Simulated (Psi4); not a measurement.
## P₃H₃ (charge −1): energy and gradient calculation (part 2 of 2)

The same run, continued: P₃H₃ (cyclo-(PH)3), charge −1, multiplicity 2; r2SCAN/6-311+G**, UKS (Psi4 1.11). The geometry is that of the parent species in another charge or spin state. The geometry comes from this level: GFN2-xTB.

Geometry of the input (Å):
```
P  1.0798  -0.4363  0.5585
P  -0.1559  1.2816  -0.0392
P  -0.4382  -0.6540  -0.9740
H  0.2518  -0.9037  1.5873
H  -1.1856  1.0944  0.8921
H  0.4481  -0.3820  -2.0246
```

**Log, continued**
```
  UHF NO Occupations:
  HONO-2 :   23  A 1.9998999
  HONO-1 :   24  A 1.9993485
  HONO-0 :   25  A 1.0000000
  LUNO+0 :   26  A 0.0006515
  LUNO+1 :   27  A 0.0001001
  LUNO+2 :   28  A 0.0000853
  LUNO+3 :   29  A 0.0000379

Computation Completed

Properties will be evaluated at   0.000000,   0.000000,   0.000000 [a0]

Properties computed using the SCF density matrix

 Multipole Moments:

 ------------------------------------------------------------------------------------
     Multipole            Electronic (a.u.)      Nuclear  (a.u.)        Total (a.u.)
 ------------------------------------------------------------------------------------

 L = 1.  Multiply by 2.5417464519 to convert [e a0] to [Debye]
 Dipole X            :         -1.3097669            1.2946739           -0.0150930
 Dipole Y            :         -0.0954623           -0.0823578           -0.1778202
 Dipole Z            :          0.0002117           -0.0001309            0.0000808
 Magnitude           :                                                    0.1784596

 ------------------------------------------------------------------------------------

	total time  =        214 seconds =       3.57 minutes

         ------------------------------------------------------------
                                   SCF GRAD
         ------------------------------------------------------------

  ==> Geometry <==

    Molecular point group: c1
    Full point group: C1

    Geometry (in Angstrom), charge = -1, multiplicity = 2:

       Center              X                  Y                   Z               Mass
    ------------   -----------------  -----------------  -----------------  -----------------
         P           -0.014515139037     0.623761440741    -1.099460174320    30.973761998420
         P           -0.014515139037     0.623761440741     1.099441825680    30.973761998420
         P           -0.014515139037    -1.244752836103     0.000022750655    30.973761998420
         H            1.374807212787     0.634804965733    -1.278869920107     1.007825032230
         H            1.374814778007     0.634824919975     1.278729249304     1.007825032230
         H           -1.411328792512    -1.354762446973     0.000005382481     1.007825032230

  Nuclear repulsion =  199.171741368046042

  ==> Basis Set <==

  Basis Set: 6-311+G**
    Blend: 6-311+G**
    Number of shells: 54
    Number of basis functions: 108
    Number of Cartesian functions: 111
    Spherical Harmonics?: true
    Max angular momentum: 2

  ==> DirectJKGrad: Integral-Direct SCF Gradients <==

    Gradient:                    1
    J tasked:                  Yes
    K tasked:                   No
    wK tasked:                  No
    Integrals threads:           1
    Schwarz Cutoff:          1E-12

  ==> DFT Potential <==

   => LibXC <=

    Version 7.1.2

   => Composite Functional: R2SCAN <=

    r2SCAN Meta-GGA XC Functional  (0.1021/acs.jpclett.0c02405)

    Deriv               =              1
    GGA                 =           TRUE
    Meta                =           TRUE

    Exchange Hybrid     =          FALSE
    MP2 Hybrid          =          FALSE

   => Exchange Functionals <=

    1.0000   XC_MGGA_X_R2SCAN

   => Correlation Functionals <=

    1.0000   XC_MGGA_C_R2SCAN

   => LibXC Density Thresholds  <==

    XC_MGGA_C_R2SCAN:  1.00E-15
    XC_MGGA_X_R2SCAN:  1.00E-11

   => Molecular Quadrature <=

    Radial Scheme          =       TREUTLER
    Pruning Scheme         =           NONE
    Nuclear Scheme         =       TREUTLER

    Blocking Scheme        =         OCTREE
    BS radius alpha        =              1
    Pruning alpha          =              1
    Radial Points          =             99
    Spherical Points       =            590
    Total Points           =         337634
    Total Blocks           =           2489
    Max Points             =            256
    Max Functions          =            100
    Weights Tolerance      =       1.00E-15

  -Total Gradient:
     Atom            X                  Y                   Z
    ------   -----------------  -----------------  -----------------
       1        0.010097181370    -0.009177186126     0.053545124852
       2        0.010097153452    -0.009185061060    -0.053548712760
       3       -0.011201393126     0.015428291120     0.000004810745
       4       -0.009907390407     0.000555768396     0.002454126505
       5       -0.009908461593     0.000555285456    -0.002454918694
       6        0.010815719838     0.001715328568    -0.000000543416

	total time  =         27 seconds =       0.45 minutes

Properties will be evaluated at   0.000000,   0.000000,   0.000000 [a0]

Properties computed using the R2SCAN density matrix

 Multipole Moments:

 ------------------------------------------------------------------------------------
     Multipole            Electronic (a.u.)      Nuclear  (a.u.)        Total (a.u.)
 ------------------------------------------------------------------------------------

 L = 1.  Multiply by 2.5417464519 to convert [e a0] to [Debye]
 Dipole X            :         -1.3097669            1.2946739           -0.0150930
 Dipole Y            :         -0.0954623           -0.0823578           -0.1778202
 Dipole Z            :          0.0002117           -0.0001309            0.0000808
 Magnitude           :                                                    0.1784596

 ------------------------------------------------------------------------------------
  Lowdin Charges: (a.u.)
   Center  Symbol    Alpha    Beta     Spin     Total
       1     P     7.86030  7.44359  0.41671 -0.30389
       2     P     7.86031  7.44358  0.41673 -0.30389
       3     P     7.65533  7.49283  0.16250 -0.14815
       4     H     0.54212  0.53974  0.00238 -0.08185
       5     H     0.54212  0.53974  0.00238 -0.08186
       6     H     0.53982  0.54053 -0.00071 -0.08036

  Total alpha = 25.00000, Total beta = 24.00000, Total charge = -1.00000

  Mayer Bond Indices:

  Total Bond Index:
  Irrep: 1 Size: 6 x 6

                 1                   2                   3                   4                   5

    1     0.00000000000000     0.99120546176100     1.15474107056490     0.94333408418599    -0.01675412932250
    2     0.99120546176100     0.00000000000000     1.15489490296580    -0.01673066021054     0.94334291375742
    3     1.15474107056490     1.15489490296580     0.00000000000000     0.00601064360522     0.00599466964728
    4     0.94333408418599    -0.01673066021054     0.00601064360522     0.00000000000000     0.00207611547516
    5    -0.01675412932250     0.94334291375742     0.00599466964728     0.00207611547516     0.00000000000000
    6     0.00608575682949     0.00608140624754     0.88475725088899     0.01025802608690     0.01026007574032

                 6

    1     0.00608575682949
    2     0.00608140624754
    3     0.88475725088899
    4     0.01025802608690
    5     0.01026007574032
    6     0.00000000000000

  Alpha Contribution:
  Irrep: 1 Size: 6 x 6

                 1                   2                   3                   4                   5

    1     0.00000000000000     0.58344631923043     0.65673661610331     0.49187312708679    -0.01946278231309
    2     0.58344631923043     0.00000000000000     0.65690420243111    -0.01943248974595     0.49188981024219
    3     0.65673661610331     0.65690420243111     0.00000000000000     0.00271416645015     0.00269787429659
    4     0.49187312708679    -0.01943248974595     0.00271416645015     0.00000000000000     0.00101145957058
    5    -0.01946278231309     0.49188981024219     0.00269787429659     0.00101145957058     0.00000000000000
    6     0.00282892077646     0.00282429603920     0.44373502277116     0.00521419814644     0.00521528937156

                 6

    1     0.00282892077646
    2     0.00282429603920
    3     0.44373502277116
    4     0.00521419814644
    5     0.00521528937156
    6     0.00000000000000

  Beta Contribution:
  Irrep: 1 Size: 6 x 6

                 1                   2                   3                   4                   5

    1     0.00000000000000     0.40775914253056     0.49800445446160     0.45146095709920     0.00270865299059
    2     0.40775914253056     0.00000000000000     0.49799070053470     0.00270182953542     0.45145310351523
    3     0.49800445446160     0.49799070053470     0.00000000000000     0.00329647715507     0.00329679535069
    4     0.45146095709920     0.00270182953542     0.00329647715507     0.00000000000000     0.00106465590458
    5     0.00270865299059     0.45145310351523     0.00329679535069     0.00106465590458     0.00000000000000
    6     0.00325683605302     0.00325711020834     0.44102222811784     0.00504382794046     0.00504478636876

                 6

    1     0.00325683605302
    2     0.00325711020834
    3     0.44102222811784
    4     0.00504382794046
    5     0.00504478636876
    6     0.00000000000000

  Atomic Valences:

 #  #
 Irrep: 1
      1:    3.078612244018875
      2:    3.078794024521220
      3:    3.206398537672198
      4:    0.944948209142728
      5:    0.944919645297682
      6:    0.917442515793229

  Variable Map:
  ----------------------------------------------------------------------------
  "CURRENT ENERGY"              =>   -1025.774397559478
  "CURRENT REFERENCE ENERGY"    =>   -1025.774397559478
  "DD SOLVATION ENERGY"         =>       0.000000000000
  "DFT FUNCTIONAL TOTAL ENERGY" =>   -1025.774397559478
  "DFT TOTAL ENERGY"            =>   -1025.774397559478
  "DFT VV10 ENERGY"             =>       0.000000000000
  "DFT XC ENERGY"               =>     -70.979852469219
  "GRID ELECTRONS ALPHA"        =>      25.000007055472
  "GRID ELECTRONS BETA"         =>      24.000000611703
  "GRID ELECTRONS TOTAL"        =>      49.000007667175
  "NUCLEAR REPULSION ENERGY"    =>     199.171741368046
  "ONE-ELECTRON ENERGY"         =>   -1822.409533591266
  "PCM POLARIZATION ENERGY"     =>       0.000000000000
  "PE ENERGY"                   =>       0.000000000000
  "SCF ITERATION ENERGY"        =>   -1025.774397559478
  "SCF ITERATIONS"              =>      18.000000000000
  "SCF TOTAL ENERGY"            =>   -1025.774397559478
  "TWO-ELECTRON ENERGY"         =>     668.443247132961
  "XC GRID RADIAL POINTS"       =>      99.000000000000
  "XC GRID SPHERICAL POINTS"    =>     590.000000000000
  "XC GRID TOTAL POINTS"        =>  337634.000000000000

  Array Variable Map:
  ----------------------------------------------------------------------------
  "CURRENT DIPOLE"              =>      -0.015092987677 ... 0.000080811719 1 by 3
  "CURRENT GRADIENT"            =>       0.010097181370 ... -0.000000543416 6 by 3
  "DFT TOTAL GRADIENT"          =>       0.010097181370 ... -0.000000543416 6 by 3
  "R2SCAN DIPOLE"               =>      -0.015092987677 ... 0.000080811719 1 by 3
  "SCF DIPOLE"                  =>      -0.015092987677 ... 0.000080811719 1 by 3
  "SCF TOTAL ENERGIES"          =>   -1025.690706724486 ... -1025.774397559478 1 by 19
  "SCF TOTAL GRADIENT"          =>       0.010097181370 ... -0.000000543416 6 by 3

    Psi4 run time: 0:04:01.11
```

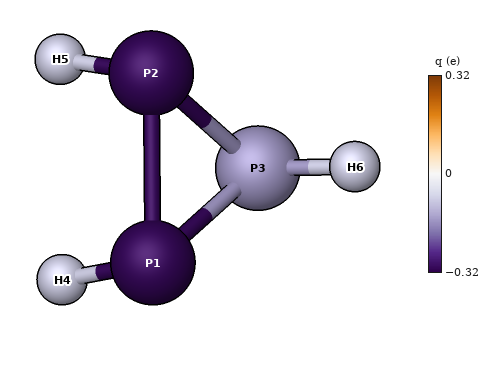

**Figure 1.** Löwdin charges, as the colour of each atom (ball-and-stick view, seen at a tilt; atoms are numbered from 1 in the order of the input). By element: P −0.30 to −0.15 and H −0.08 e.

**Key numbers**

| quantity | value |
| --- | --- |
| outcome | converged |
| total energy | −1025.774398 hartree |
| basis functions | 108 |
| largest force | 2.842 eV/Å |
| ⟨S²⟩ | 0.752 |
| wall time | 4.1 min |
| peak memory | 0.6 GiB |

**Notes**

The record of the run, not the program, notes: unbound anion.
